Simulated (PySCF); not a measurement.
```xyz
15

F    -2.2445   -0.9393   -1.4250
C    -2.3210   -0.4069   -0.1699
F    -3.5370    0.1219   -0.0031
O    -1.3351    0.4501    0.1434
C     0.0520   -0.0032    0.3438
Si    0.9526    1.4491    1.2301
Si    0.7442   -0.7433   -1.3189
H    -2.3464   -1.2545    0.4761
H     0.0906   -0.7979    1.0746
H    -0.0388    2.1785    1.9818
H     1.9704    0.7746    2.1574
H     1.6237    2.3456    0.3272
H     0.5799   -2.2182   -1.4674
H     2.2029   -0.3146   -1.2687
H     0.1666   -0.0821   -2.4218
```

Geometry: GFN2-xTB, MD frame at 250 fs, 300 K.

These are results of PBE0/pcSseg-1, SCF density, gas phase, non-relativistic in PySCF 2.14.0, not measurements.

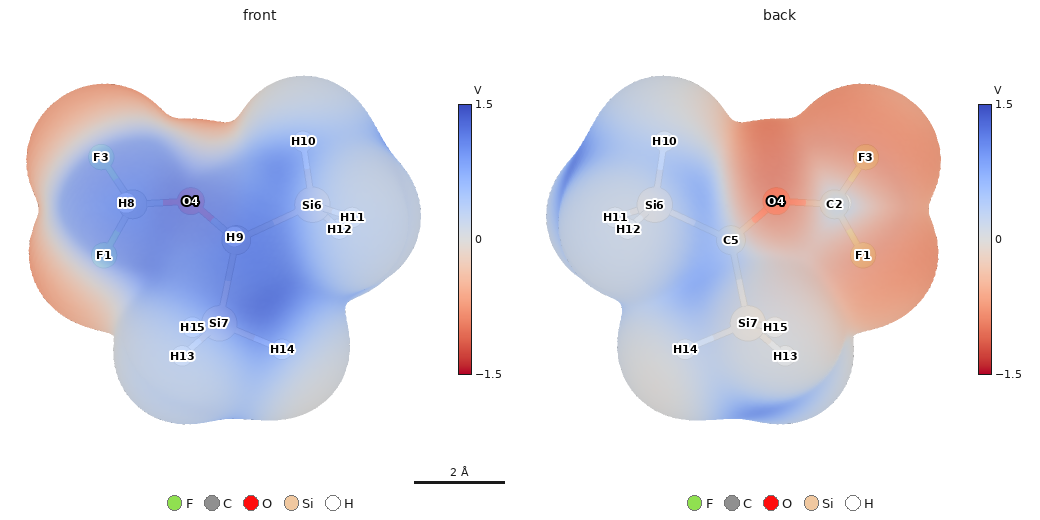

C2H8F2OSi2 (SMILES FC(F)OC([SiH3])[SiH3]). The electrostatic potential painted on the density surface at 0.001 e/bohr³, seen from the front and from behind; the colour scale runs from red (negative) to blue (positive).

Describe the electrostatic potential map.

Answer. The most negative region (about −0.9 V) lies over O4, the most positive (about +1.2 V) over C5, Si7 and H9.
